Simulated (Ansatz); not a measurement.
```xyz
8

Al   -0.5229   -1.6295   -0.0037
N    -1.6315    0.8175   -1.7971
Si   -0.8579   -0.5788   -2.4398
Si   -0.8258    0.7531   -0.1721
H    -2.2232    1.5364   -2.2235
H    -1.9033   -2.4309   -0.2305
H     0.7833   -2.2696    0.6595
H     0.3746    1.6971   -0.2596
```

Geometry: PBE-D3(BJ)/def2-SVP.

The calculation used Ansatz 0.2.0, isolated molecule in a Gaussian basis; Kohn-Sham density functional theory, functional PBE0.

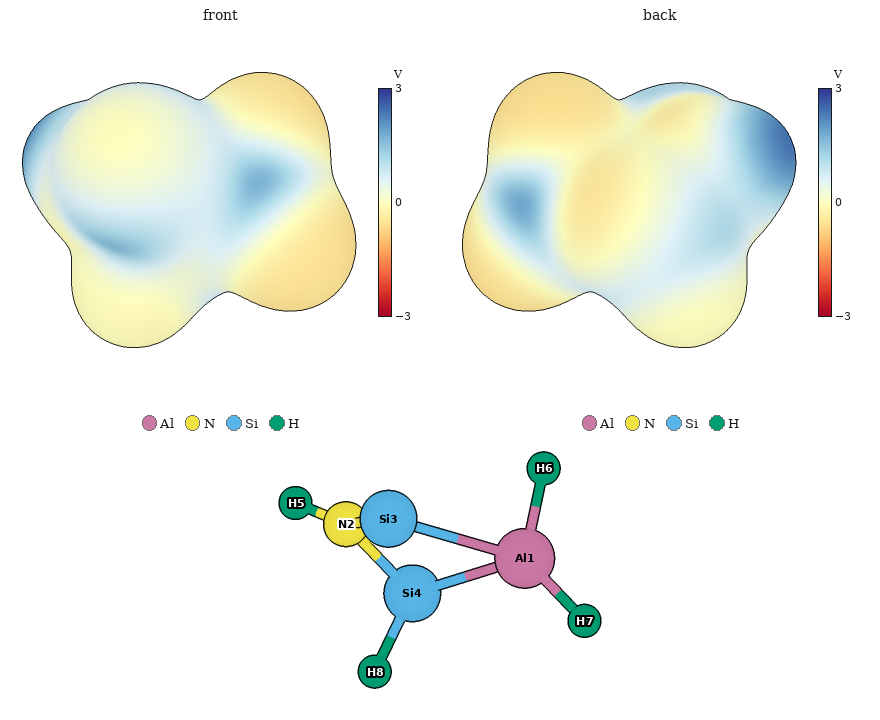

AlH₄NSi₂. The electrostatic potential painted on the density surface at 0.002 e/bohr³, seen from the front and from behind; the colour scale runs from red (negative) to blue (positive). The bare structure is drawn below in the same view.

Q: Which sites attract a positive test charge, and which a negative one?

A: A positive charge is drawn to the negative regions and a negative charge to the positive ones. The most negative region (about −0.6 V) lies over H6 and H7, the most positive (about +2.3 V) over H5.
